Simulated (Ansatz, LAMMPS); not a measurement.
# Liquid Mg at 2000 K (73 atoms): support functions against a reference

Aim: test how closely localised support functions follow the reference on liquid Mg at 2000 K (73 atoms), and at what cost. A setting counts as converged where the r.m.s. difference of forces stays under 1 % of the r.m.s. force.

Calculated with Ansatz 0.2.0; Kohn-Sham DFT, PBE, PAW (set soft_2), plane waves.

### Step 1. Starting point

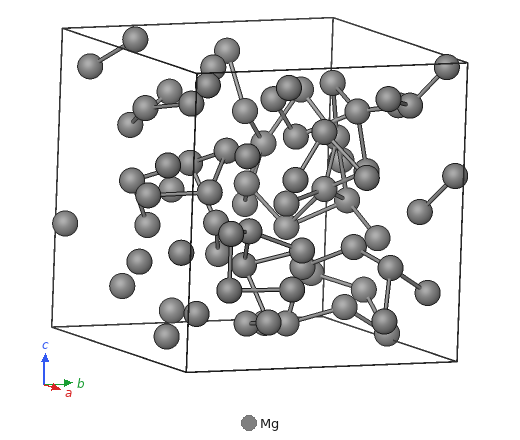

The starting structure, seen slightly off an axis (magnesium grey). Bonds to atoms that aren't drawn are left out.

The cell holds 73 atoms: 73 Mg. Cell: a = 13.601 Å, b = 13.601 Å, c = 13.601 Å, α = 90.0°, β = 90.0°, γ = 90.0°. 73 atoms (73 Mg) placed at random at 1.59 g/cm³, melted at 2000 K for 10 ps at fixed volume with the MEAM Al-Si-Mg-Cu-Fe potential (Jelinek et al., Phys. Rev. B 85, 245102 (2012)). Snapshot at the end of a hold of 10 ps at 2000 K and zero pressure.

Limits known from the start: The starting topology of bonds comes from the classical model, and needn't be the one that DFT or experiment would give.

### Step 2. The classical run that made the cell

A classical potential supplies the starting structure, since it reaches far longer times than DFT.

This step: classical MD, MEAM Al-Si-Mg-Cu-Fe potential (Jelinek et al., Phys. Rev. B 85, 245102 (2012)) (LAMMPS 22 Jul 2025 - Update 4).

in.lmp

```
# melt-quench of Mg73
units metal
atom_style atomic
boundary p p p
region box block 0 12.2852 0 12.2852 0 12.2852
create_box 1 box
mass 1 24.3050   # Mg
create_atoms 1 random 73 134883 NULL overlap 2.12 maxtry 2000
pair_style meam
pair_coeff * * library.meam AlS SiS MgS CuS FeS AlSiMgCuFe.meam MgS
neigh_modify delay 0 every 1 check yes
thermo_style custom step time temp pe press density
thermo_modify norm yes
timestep 0.002
thermo 100
min_style cg
minimize 1e-4 1e-4 200 2000
reset_timestep 0
velocity all create 2000 134884 mom yes dist gaussian
fix lim all nve/limit 0.05
fix lan all langevin 2000 2000 0.2 134885 zero yes
thermo 500
run 1000 post no
unfix lim
unfix lan
thermo 833
fix md all nvt temp 2000 2000 0.2
run 5000 post no
unfix md
compute msd all msd com yes
thermo 1250
fix md all npt temp 2000 2000 0.2 iso 0 0 2
run 5000 post no
print "== T2000: mean square displacement over the hold $(c_msd[4]:%.2f) A^2"
unfix md
uncompute msd
write_dump all custom T2000.dump id type xs ys zs modify sort id
```

Run with:

```sh
lmp -in in.lmp -log none -nocite
```

Numbers of over 12 decimals in the logs are rounded to 6 here.

The program printed:

```text
LAMMPS (22 Jul 2025 - Update 4)
Created orthogonal box = (0 0 0) to (12.2852 12.2852 12.2852)
Created 73 atoms
   Step          Time           Temp          PotEng         Press         Density
         0   0              0             -0.68324201     102318.92      1.5889889
        62   0.124          0             -1.4171407     -15005.233      1.5889889
Loop time of 0.0531396 s on 1 MPI rank(s) for 62 steps with 73 atoms
Minimization stats:
  Stopping criterion = energy tolerance
  Energy initial, next-to-last, final =
    -0.683242010799696  -1.41703746572185  -1.41714068850941
  Force two-norm initial, final = 26.918211 0.13966037
  Iterations, force evaluations = 62 80
   Step          Time           Temp          PotEng         Press         Density
         0   0              2000          -1.4171407     -4282.647       1.5889889
       500   1              1568.9994     -1.1851023      33962.109      1.5889889
      1000   2              1734.4952     -1.2072215      31805.609      1.5889889
Loop time of 0.638289 s on 1 MPI rank(s) for 1000 steps with 73 atoms
   Step          Time           Temp          PotEng         Press         Density
      1000   2              1734.4952     -1.2072215      31805.609      1.5889889
      1666   3.332          1708.6701     -1.2063115      30820.151      1.5889889
      2499   4.998          2106.4961     -1.1508068      43752.746      1.5889889
      3332   6.664          2003.41       -1.1706641      37313.328      1.5889889
      4165   8.33           2167.5151     -1.1589879      42154.285      1.5889889
      4998   9.996          2051.8701     -1.1869979      36094.782      1.5889889
      5831   11.662         2316.9989     -1.1793898      38282.196      1.5889889
[... 1 line left out ...]
Loop time of 3.1731 s on 1 MPI rank(s) for 5000 steps with 73 atoms
   Step          Time           Temp          PotEng         Press         Density
[... 2 lines left out ...]
      7500   15             1983.2573     -1.0078622      2958.3717      1.0459752
      8750   17.5           1731.0071     -1.0510412      1828.1839      1.1390171
     10000   20             2105.7922     -1.0113847      2029.9782      1.0559919
     11000   22             1751.3208     -1.0895411     -4985.3692      1.1709382
Loop time of 2.17662 s on 1 MPI rank(s) for 5000 steps with 73 atoms
== T2000: mean square displacement over the hold 345.58 A^2
```

Wall time 6.2 s (1 thread of Arm Neoverse V1, shared host); peak memory 0.07 GiB.

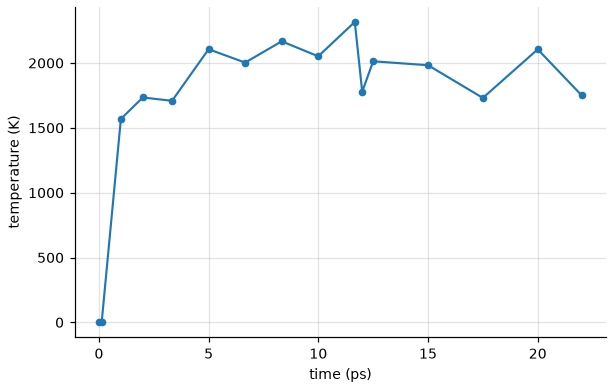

Temperature against time.

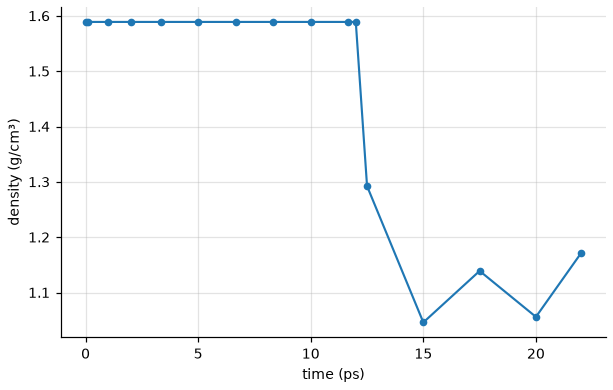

Density against time.

### Step 3. Plane-wave single point

This run is the reference for what follows, at a cutoff of 420 eV.

input.yaml

```yaml
crystal:
  lattice:
    - [13.60122, 0.0, 0.0]
    - [0.0, 13.60122, 0.0]
    - [0.0, 0.0, 13.60122]
  atoms:
    - { symbol: Mg, position: [0.63529, 0.78239, 0.78993] }
    - { symbol: Mg, position: [0.78798, 0.51907, 0.35705] }
    - { symbol: Mg, position: [0.21005, 0.58058, 0.73408] }
    - { symbol: Mg, position: [0.1253, 0.19223, 0.14957] }
    - { symbol: Mg, position: [0.65691, 0.37173, 0.2935] }
    - { symbol: Mg, position: [0.97676, 0.39225, 0.25959] }
    - { symbol: Mg, position: [0.24834, 0.14575, 0.99499] }
    - { symbol: Mg, position: [0.48848, 0.99522, 0.01686] }
    - { symbol: Mg, position: [0.11463, 0.89534, 0.1669] }
    - { symbol: Mg, position: [0.79396, 0.31844, 0.42966] }
    - { symbol: Mg, position: [0.29502, 0.41448, 0.89882] }
    - { symbol: Mg, position: [0.30046, 0.70338, 0.35588] }
    - { symbol: Mg, position: [0.40452, 0.11174, 0.27623] }
    - { symbol: Mg, position: [0.17784, 0.96002, 0.55112] }
    - { symbol: Mg, position: [0.34604, 0.85598, 0.65636] }
    - { symbol: Mg, position: [0.45391, 0.1976, 0.03034] }
    - { symbol: Mg, position: [0.32705, 0.15294, 0.77699] }
    - { symbol: Mg, position: [0.82631, 0.96992, 0.20483] }
    - { symbol: Mg, position: [0.022, 0.0249, 0.34925] }
    - { symbol: Mg, position: [0.42548, 0.38005, 0.40017] }
    - { symbol: Mg, position: [0.227, 0.58812, 0.49398] }
    - { symbol: Mg, position: [0.87618, 0.25976, 0.69495] }
    - { symbol: Mg, position: [0.27363, 0.46828, 0.26967] }
    - { symbol: Mg, position: [0.46229, 0.75766, 0.50519] }
    - { symbol: Mg, position: [0.46611, 0.38883, 0.64698] }
    - { symbol: Mg, position: [0.17726, 0.80118, 0.79319] }
    - { symbol: Mg, position: [0.76664, 0.59641, 0.74761] }
    - { symbol: Mg, position: [0.78486, 0.48677, 0.59359] }
    - { symbol: Mg, position: [0.53496, 0.0699, 0.51953] }
    - { symbol: Mg, position: [0.04604, 0.67543, 0.39499] }
    - { symbol: Mg, position: [0.11064, 0.55635, 0.92175] }
    - { symbol: Mg, position: [0.28777, 0.34507, 0.58085] }
    - { symbol: Mg, position: [0.69705, 0.11803, 0.35017] }
    - { symbol: Mg, position: [0.07143, 0.07166, 0.88088] }
    - { symbol: Mg, position: [0.57365, 0.56275, 0.47987] }
    - { symbol: Mg, position: [0.75896, 0.16313, 0.91818] }
    - { symbol: Mg, position: [0.7834, 0.4067, 0.11947] }
    - { symbol: Mg, position: [0.90718, 0.19511, 0.25273] }
    - { symbol: Mg, position: [0.30121, 0.12604, 0.53157] }
    - { symbol: Mg, position: [0.30403, 0.99636, 0.1357] }
    - { symbol: Mg, position: [0.28626, 0.64306, 0.03456] }
    - { symbol: Mg, position: [0.08485, 0.3993, 0.054] }
    - { symbol: Mg, position: [0.91808, 0.18904, 0.4442] }
    - { symbol: Mg, position: [0.90338, 0.69046, 0.61163] }
    - { symbol: Mg, position: [0.75596, 0.02791, 0.65445] }
    - { symbol: Mg, position: [0.88682, 0.79877, 0.30355] }
    - { symbol: Mg, position: [0.81169, 0.88742, 0.8324] }
    - { symbol: Mg, position: [0.10495, 0.70597, 0.60535] }
    - { symbol: Mg, position: [0.56036, 0.50811, 0.82952] }
    - { symbol: Mg, position: [0.47425, 0.62898, 0.06203] }
    - { symbol: Mg, position: [0.59328, 0.26764, 0.53114] }
    - { symbol: Mg, position: [0.90164, 0.9731, 0.97187] }
    - { symbol: Mg, position: [0.85022, 0.41758, 0.91411] }
    - { symbol: Mg, position: [0.66243, 0.20007, 0.1373] }
    - { symbol: Mg, position: [0.21742, 0.23099, 0.36638] }
    - { symbol: Mg, position: [0.98699, 0.73257, 0.14209] }
    - { symbol: Mg, position: [0.12134, 0.20252, 0.6879] }
    - { symbol: Mg, position: [0.81174, 0.93741, 0.47466] }
    - { symbol: Mg, position: [0.53967, 0.21486, 0.82183] }
    - { symbol: Mg, position: [0.32365, 0.91296, 0.44085] }
    - { symbol: Mg, position: [0.06456, 0.39205, 0.45629] }
    - { symbol: Mg, position: [0.95714, 0.73354, 0.88161] }
    - { symbol: Mg, position: [0.56972, 0.43353, 0.0825] }
    - { symbol: Mg, position: [0.07769, 0.36561, 0.78641] }
    - { symbol: Mg, position: [0.55823, 0.97158, 0.79237] }
    - { symbol: Mg, position: [0.50593, 0.82591, 0.1142] }
    - { symbol: Mg, position: [0.61562, 0.83404, 0.58511] }
    - { symbol: Mg, position: [0.52914, 0.92683, 0.34486] }
    - { symbol: Mg, position: [0.71261, 0.74778, 0.34912] }
    - { symbol: Mg, position: [0.53761, 0.64892, 0.26001] }
    - { symbol: Mg, position: [0.95001, 0.99402, 0.61398] }
    - { symbol: Mg, position: [0.42169, 0.79471, 0.85254] }
    - { symbol: Mg, position: [0.50236, 0.62457, 0.69106] }
kpoints:
  mp_grid: { grid: [2, 2, 2] }
hamiltonian:
  xc: pbe
scf:
  occupations: { method: fermi_dirac, width: 0.1 }
output:
  forces: true
  stress: true
  populations: true
  dos:
    method: { smearing: { sigma: 0.08 } }
    de: 0.1
    projected: { site_lists: { Mg: [Mg] } }
  eigenvalues: true
  write_density: true
  write_potential: true
  volumetric_format: npy
```

Run with:

```sh
ansatz run input.yaml --threads 4 --pin off --max-ram 8192MiB --backend cpu --events-out ev --progress --plain --runs-dir out
```

The program printed:

```text
Engine: ansatz 0.2.0, aarch64-unknown-linux-gnu
Pseudopotentials: kind: paw
Pseudopotential: Mg, paw, valence charge 10, recommended cutoff 420 eV (normal), Mg.paw.azcp
Functional definition: PBE
  parameter kappa = 0.804
  parameter beta = 0.066725
  exchange = pbe_x(kappa = kappa, mu = beta*pi^2/3)
  correlation = pbe_c(beta = beta)
Crystal: 73 atoms, lattice volume = 2516.133 Å³
Basis set: ecut = 420 eV, 49173 PW (Γ), exchange–correlation on 192×192×192 points (8 copies of the dense FFT grid, shifted against one another)
Bands: 438, of which v1, the nominal top of the filled ones, is band 365 counted from 1 (364 counted from 0)
Symmetry: 1 space group operations
Space group: P1 (ITA 1), of the structure as read, at distance tolerance 1.4e-4 Å
k-points: 8
Non-local potential: Mg, projectors of the file, l = 0: 3, l = 1: 2, l = 2: 1
PAW form: soft (Blöchl's): semilocal exchange-correlation on the pseudo side does not see the compensation charge
PAW one-centre angular grid: Mg, 110 points (default); XC on 64 Gauss nodes
Initial density: superposition of atomic densities (neutral atoms: chi_scale 0, normalization atom), corrected by the library's trained network
Initial wavefunctions: pseudopotential atomic-orbital guess
Functional: x = pbe(κ = 0.804, μ = 0.219515), c = pbe(β = 0.066725)
SCF iter   1: F=—  HF=-140400.206486 eV  |F-HF|=—  |Δ(HF+E_count)|=         —  Δρ=1.07e-3  dr2=2.54e-1  ethr=1.77e-3  ⟨swp⟩=9.9  Hψ=15487  notcnv=0
preconditioner: auto → LDOS  [metal: Δε(μ)=0.009 eV  Ē_g=3.873 eV  σ=0.100 eV  W_gap=0.02  n_scr=460 (ndim 8)  ℏωp=8.9 eV  f_vac=0.025  D(μ)=42.32/eV (n_scr^D=250)  β→1.0]
SCF iter   2: F=—  HF=-140400.229434 eV  |F-HF|=—  |Δ(HF+E_count)|=   2.29e-2  Δρ=4.81e-4  dr2=2.34e-2  ethr=3.47e-5  ⟨swp⟩=2.0  Hψ=4547  notcnv=0
SCF iter   3: F=—  HF=-140400.227051 eV  |F-HF|=—  |Δ(HF+E_count)|=   2.38e-3  Δρ=1.83e-4  dr2=1.35e-3  ethr=3.20e-6  ⟨swp⟩=2.0  Hψ=4114  notcnv=0
SCF iter   4: F=—  HF=-140400.227054 eV  |F-HF|=—  |Δ(HF+E_count)|=   3.17e-6  Δρ=5.49e-5  dr2=7.84e-5  ethr=1.86e-7  ⟨swp⟩=2.0  Hψ=6367  notcnv=0
SCF iter   5: F=—  HF=-140400.227645 eV  |F-HF|=—  |Δ(HF+E_count)|=   5.91e-4  Δρ=1.57e-5  dr2=6.58e-6  ethr=1.07e-8  ⟨swp⟩=2.0  Hψ=6511  notcnv=0
SCF iter   6: F=—  HF=-140400.227646 eV  |F-HF|=—  |Δ(HF+E_count)|=   4.73e-7  Δρ=3.28e-6  dr2=5.84e-7  ethr=9.02e-10  ⟨swp⟩=2.0  Hψ=6346  notcnv=0
SCF iter   7: F=-140400.227646 eV  HF=-140400.227646 eV  |F-HF|=4.07e-10  |Δ(HF+E_count)|=   1.63e-7  Δρ=7.84e-7  dr2=2.91e-8  ethr=1.37e-11  ⟨swp⟩=12.8  Hψ=24499  notcnv=0
SCF 1 converged in 7 iterations: F = -140400.227646 eV  dr2 = 2.91e-8
  greatest PAW one-centre occupation: 1.000 electrons in one spin orbital (limit 2), on the Mg atom at site 45 (counted from 0), in its partial waves of l = 0
SCF converged after 7 iterations
Free energy (F): -140400.227646 eV
Harris-Foulkes:  -140400.227646 eV  (|F-HF|=4.07e-10)
Internal energy: -140398.818178 eV  (E = F + TS)
E sigma→0 (E₀):  -140399.522912 eV
Entropy (-TS):   -1.409468 eV (-19.308 meV/atom)
Fermi energy:    2.713606 eV
--- Per-component energies (eV) ---
  E_band       = -28366.009568
  E_kinetic    = 5372.767933
  E_local      = -137914.046880  (includes V_loc(G=0)·N_el)
  E_nonlocal   = 7018.245150
  E_hartree    = 50933.908824
  E_xc         = -2000.847496
  E_vxc        = -2578.650010  (∫ρ·V_xc dr)
  E_paw        = -21386.342607  (= ΣΔE_a)
  E_vpaw       = -2132.142835  (= ΣTr[D̂ρ^β])
  E_aug_tail   = -0.000218  (compensation charges beyond the density's cutoff)
  E_ewald      = -42422.502885
  E_smearing   = -1.409468  (= −TS)
  E_closure    = 0.000000  (closes the sum)
  Σ components = -140400.227646   (vs F -140400.227646, Δ=0.00e0)
--- Forces (eV/Å), atoms counted from 1 ---
  atom   1  Mg    -0.01386012    -0.91751211     0.35506124
  atom   2  Mg     0.37583102     0.92553188    -0.03774582
  atom   3  Mg     0.63486101    -0.47861164    -0.05630242
  atom   4  Mg    -0.42096942    -0.06197455     0.67747604
  atom   5  Mg    -1.17474931    -0.23296385    -0.27823674
  atom   6  Mg     0.12699136     0.39349916    -0.11062010
  atom   7  Mg     0.12614421     0.24922366    -0.80147291
  atom   8  Mg     0.19778539     0.45629385    -0.70542931
  atom   9  Mg    -0.07278225     0.33537115     0.12426551
  atom  10  Mg    -0.54067292     1.03954162     0.41955324
  atom  11  Mg     0.13358400    -0.12088580    -0.01770453
  atom  12  Mg     0.33919363     0.48414879    -1.03882715
  atom  13  Mg     0.40753548     0.40282132     0.49484155
  atom  14  Mg    -1.72338556    -0.00911335     0.93475435
[...]
atom  72  Mg    -0.17589309    -0.22990798     0.55143854
  atom  73  Mg    -0.47401551     0.81737710    -1.00340620
  max |Σ_I F_I| component: 1.52e-5 eV/Å
--- Stress (GPa, compression-positive) ---
       -1.031785      -0.116501       0.210448
       -0.116501      -1.558737       0.153910
        0.210448       0.153910      -1.392319
  P = ⅓ Tr σ = -1.3276 GPa (-13.276 kbar)
--- Band table (eV; the first three rows and the last of 8) ---
  k-point 0: bands = ["-74.0148", "-73.9507", "-73.9218", "-73.8892", [... 422 levels ...], "5.3598", "5.3789", "5.3842", "5.4407", "5.4642", "5.5160", "5.5612", "5.5815", "5.6245", "5.6342", "5.6576", "5.7246"]
[...]
--- Löwdin populations: 73 sites ---
  site symbol       q [e]
     0     Mg      9.5281
     1     Mg      9.5164
     2     Mg      9.5387
[...]
72     Mg      9.5153
  spilling = 0.045725 (of n_electrons = 730.000000)
```

Run time: 7.2 min. Hardware: 4 threads of Arm Neoverse V1, shared host; peak memory 7.2 GiB.

The program notes that it cut back its work space to fit the memory limit.

Read from the output:

| Item | Value |
| --- | --- |
| free energy | -140400.2276 eV |
| free energy per atom | -1923.2908 eV/atom |
| SCF cycles | 7 |
| pressure | -1.328 GPa |
| r.m.s. force component | 0.5741 eV/Å |
| longest force | 2.64 eV/Å |
| Fermi energy | 2.714 eV |
| levels partly filled by over 2 per cent | 135 |
| spilling of the projection | 0.04573 |

The r.m.s. force component of 0.57 eV/Å sets the scale for the differences below.

### Step 4. Support functions low

The cell is solved in localised support functions.

This step: Kohn-Sham DFT, PBE, PAW (set soft_2), localised support functions (low) (Ansatz 0.2.0).

input.yaml, the sections that differ from step 3:

```yaml
scf:
  occupations: { method: fermi_dirac, width: 0.1 }
  eigensolver: { kind: { support_functions: { accuracy: low } } }
  max_iter: 150
output:
  forces: true
  eigenvalues: true
# crystal, kpoints, hamiltonian: as in step 3
```

The program printed:

```text
Warning: scf.eigensolver.kind.support_functions: disabling space-group detection — the functions' gradient is summed over unrotated k-points, so no spatial operation reduces the k-mesh or symmetrises the density; time reversal is kept, so that k and −k are solved as one point where they differ and the mesh holds both, and exact exchange and, on two spinor components, a DFT+U term hold to it where the run has them: [...]
settings of this run that can trade accuracy for cost: scf.eigensolver.kind.support_functions; scf.eigensolver.kind.support_functions.accuracy: low [...]
[...]
Crystal: 73 atoms, lattice volume = 2516.133 Å³
Basis set: ecut = 420 eV, 49173 PW (Γ), exchange–correlation on 192×192×192 points (8 copies of the dense FFT grid, shifted against one another)
Bands: 438, of which v1, the nominal top of the filled ones, is band 365 counted from 1 (364 counted from 0)
Symmetry: 1 space group operations
k-points: 8
[...]
SCF iter   1: F=—  HF=-140332.533656 eV  |F-HF|=—  |Δ(HF+E_count)|=         —  Δρ=9.68e-3  dr2=9.19e0  ethr=1.00e-1
[...]
SCF iter  10: F=—  HF=-140400.221830 eV  |F-HF|=—  |Δ(HF+E_count)|=   3.62e-3  Δρ=6.22e-5  dr2=4.96e-5  ethr=3.14e-8  κ⁻¹=1.2e-6(r=7)
SCF iter  11: F=-140400.224587 eV  HF=-140400.224583 eV  |F-HF|=4.24e-6  |Δ(HF+E_count)|=   2.75e-3  Δρ=1.12e-5  dr2=1.26e-5  ethr=6.80e-9
SCF 1 converged in 11 iterations: F = -140400.252517 eV  dr2 = 1.26e-5
[...]
SCF converged after 11 iterations
Stability not checked: this state was not tested for a lower state beside it, because the mixer in use, unlike msr1, does not test its closes by its own steps (another_mixer; see scf.mixing.algorithm and scf.lower_state_search)
Free energy (F): -140400.252517 eV
[...]
Internal energy: -140398.845011 eV  (E = F + TS)
E sigma→0 (E₀):  -140399.548764 eV
Entropy (-TS):   -1.407506 eV (-19.281 meV/atom)
Fermi energy:    2.713906 eV
[...]
Σ components = -140400.252517   (vs F -140400.252517, Δ=0.00e0)
--- Forces (eV/Å), atoms counted from 1 ---
  atom   1  Mg    -0.01474890    -0.91652011     0.35447363
  atom   2  Mg     0.37531613     0.92423504    -0.03724292
  atom   3  Mg     0.63440410    -0.47788210    -0.05667152
  atom   4  Mg    -0.42105294    -0.06219782     0.67808198
[...]
atom  73  Mg    -0.47318844     0.81755140    -1.00367090
  max |Σ_I F_I| component: 1.08e-3 eV/Å
--- Band table (eV; the first three rows and the last of 8) ---
[...]
```

It took 5.7 min on 4 threads; peak memory 3.8 GiB.

The program notes that the band table was not solved further than the SCF left it, the correction for the support functions is uncertain and it switched symmetry off.

Keys that differ from the reference: support_functions.accuracy = "low" and scf.max_iter = 150.

Forces differ from the reference by 0.55 meV/Å r.m.s., 0.095 % of their size, well within a tolerance of 1 %; the energy by -0.34 meV/atom.

[end of part 1 of 2]

[Logs are printed without paths, hosts, clocks, repeated set-up lines and the standing remarks that a program may print on its own settings, such as how far it seeks lower states.]

[Hosts, paths, dates, database ids (printed as entryN), source tags and the programs' standing remarks are cut or masked in the printed files.]
